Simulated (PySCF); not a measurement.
# CH7Al2NO4: NMR shielding calculation

CH7Al2NO4, SMILES C[NH][Al]([OH])[O][Al]([OH])[OH], computed with GIAO PBE0/pcSseg-1 NMR shielding, non-relativistic, gas phase (PySCF 2.14.0).

The geometry comes from this level: PBE0-D3(BJ)/def2-SVP. Figures and captions count atoms from 1; the log counts them from 0 in places.

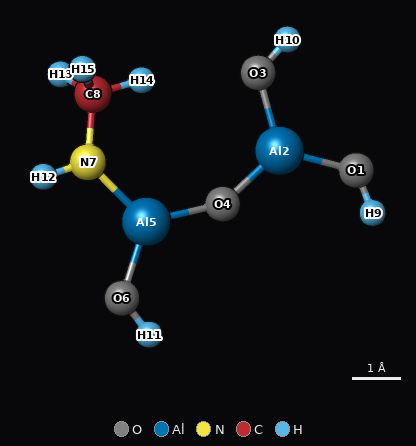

The structure (ball-and-stick view, seen at a tilt; atoms are numbered from 1 in the order of the input). Sticks mark near contacts. Bond lengths as drawn: Al–N 1.76 Å, Al–O 1.69 to 1.70 Å, C–H 1.10 to 1.11 Å, C–N 1.44 Å, H–N 1.02 Å and H–O 0.96 Å.

Summary

- outcome: converged
- total energy: −882.430522 hartree
- HOMO: −6.40 eV
- LUMO: −0.61 eV
- dipole moment: 1.54 D
- isotropic shielding, O: 309.5 to 334.4 ppm
- isotropic shielding, Al: 456.1 to 473.1 ppm
- isotropic shielding, N: 253.2 ppm
- isotropic shielding, C: 152.9 ppm
- isotropic shielding, H: 27.9 to 31.4 ppm
- hardware: 1 CPU thread, shared host
- wall time: 30 s
- peak memory: 0.89 GiB

The input
```
{"job": {"kind": "nmr", "xc": "PBE0", "basis": "pcSseg-1"}, "charge": 0, "multiplicity": 1}
O     -2.590672     2.039816     1.905365
Al    -1.329477     1.060248     1.329627
O     -0.219647     0.434717     2.454411
O     -1.111145     0.672245    -0.295699
Al    -0.238822    -0.107773    -1.529499
O     -0.766851    -0.067795    -3.146623
N      1.254043    -0.993798    -1.214103
C      1.947892    -1.218625     0.032198
H     -3.260025     2.435278     1.345935
H     -0.268514     0.608899     3.395241
H     -1.563389     0.373025    -3.442325
H      1.720031    -1.423563    -2.006937
H      2.045674    -2.293305     0.277772
H      1.405813    -0.752055     0.869758
H      2.969622    -0.792932     0.035725
```

The first line tells a small driver script what to run in PySCF; the rest is the geometry in Å.

Launch command:
```bash
OMP_NUM_THREADS=1 python <driver script> task.json out
```

Log
```
coarse grid: 14080 points
cycle   1  E = -881.9195145150  dE =  7.868e-01  |g| = 1.544e+00  |ddm| = 3.660e+00
cycle   2  E = -881.3127892569  dE =  6.067e-01  |g| = 2.362e+00  |ddm| = 2.200e+00
cycle   3  E = -882.3437494349  dE = -1.031e+00  |g| = 1.317e-01  |ddm| = 1.462e+00
cycle   4  E = -882.3453600596  dE = -1.611e-03  |g| = 9.878e-02  |ddm| = 1.282e-01
cycle   5  E = -882.3472101941  dE = -1.850e-03  |g| = 1.352e-02  |ddm| = 6.011e-02
cycle   6  E = -882.3472406942  dE = -3.050e-05  |g| = 5.176e-03  |ddm| = 1.098e-02
cycle   7  E = -882.3472457471  dE = -5.053e-06  |g| = 1.482e-03  |ddm| = 3.676e-03
final grid: 128416 points
cycle   8  E = -882.4304882756  dE = -1.586e-05  |g| = 1.356e-02  |ddm| = 1.791e-02
cycle   9  E = -882.4304398995  dE =  4.838e-05  |g| = 2.114e-02  |ddm| = 1.943e-02
cycle  10  E = -882.4305222353  dE = -8.234e-05  |g| = 1.045e-03  |ddm| = 1.188e-02
cycle  11  E = -882.4305224420  dE = -2.067e-07  |g| = 3.074e-04  |ddm| = 7.151e-04
cycle  12  E = -882.4305224560  dE = -1.398e-08  |g| = 1.247e-04  |ddm| = 2.089e-04
cycle  13  E = -882.4305224589  dE = -2.917e-09  |g| = 2.306e-05  |ddm| = 7.951e-05
cycle  14  E = -882.4305224590  dE = -8.731e-11  |g| = 9.061e-06  |ddm| = 1.788e-05
```

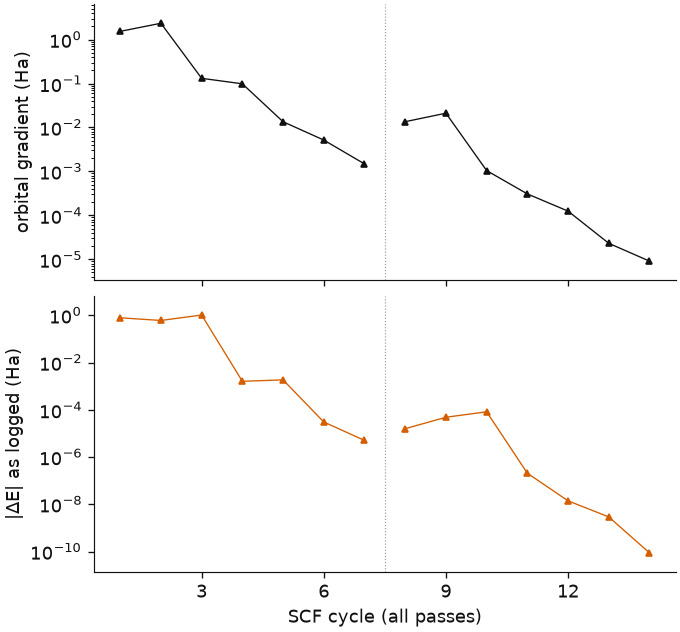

Convergence of the self-consistent field: orbital gradient and size of the energy change against the SCF cycle. The dotted line marks the change from a coarse to the final integration grid. The first 7 cycles use a coarse grid, the final grid takes over at cycle 8, and the field converges after 14 cycles in all.

```
converged SCF energy = -882.4305224590

GIAO shielding tensors (ppm)
atom      isotropic    diamagn.    paramagn.     s11        s22        s33       span
  0 O      333.695     388.725     -55.030    307.593    313.849    379.642     72.049
  1 Al     473.092     796.833    -323.741    405.606    503.526    510.144    104.539
  2 O      332.738     387.151     -54.413    308.177    322.824    367.212     59.035
  3 O      309.544     401.128     -91.584    280.909    286.291    361.431     80.523
  4 Al     456.105     797.990    -341.885    402.007    458.447    507.861    105.854
  5 O      334.368     389.030     -54.662    306.323    320.130    376.651     70.328
  6 N      253.192     320.663     -67.471    225.356    257.126    277.094     51.738
  7 C      152.947     244.008     -91.060    128.937    146.021    183.885     54.948
  8 H       30.233      31.402      -1.169     21.763     24.036     44.899     23.135
  9 H       30.347      30.147       0.201     21.690     23.978     45.375     23.685
 10 H       30.536      31.667      -1.131     21.900     24.448     45.259     23.359
 11 H       31.400      30.746       0.653     21.860     30.463     41.876     20.016
 12 H       28.667      28.276       0.391     23.783     26.394     35.823     12.040
 13 H       27.913      30.556      -2.643     21.473     28.056     34.209     12.736
 14 H       28.673      28.312       0.361     23.749     26.414     35.855     12.106
```

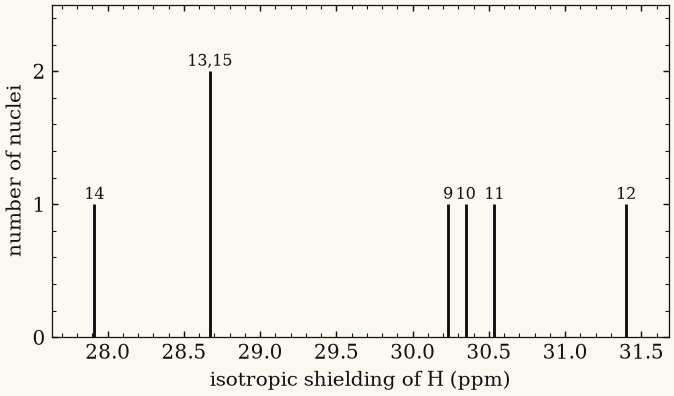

Isotropic shieldings of the hydrogen nuclei in this fixed geometry, labelled by atom number; shielding grows to the right, so chemical shift grows to the left. The least shielded is H14 (27.9 ppm), the most shielded H12 (31.4 ppm).

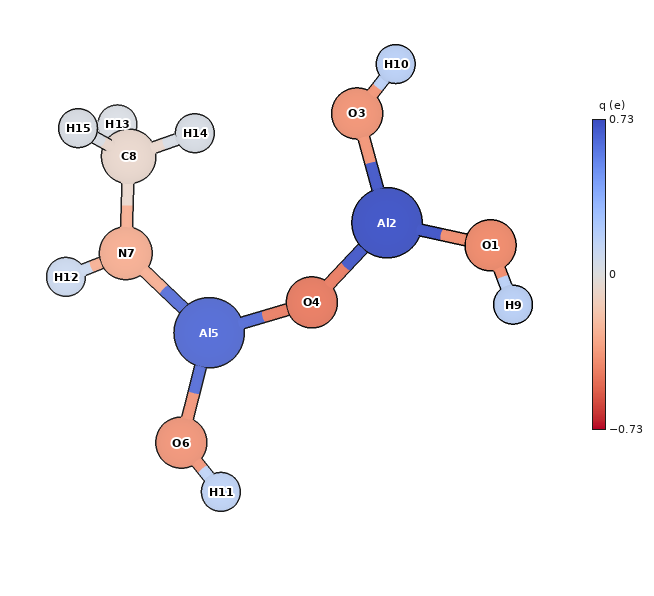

Hirshfeld charges, as the colour of each atom (ball-and-stick view, seen at a tilt; atoms are numbered from 1 in the order of the input). By element: O −0.47 to −0.38, Al +0.64 to +0.70, N −0.31, C −0.07 and H +0.03 to +0.17 e.
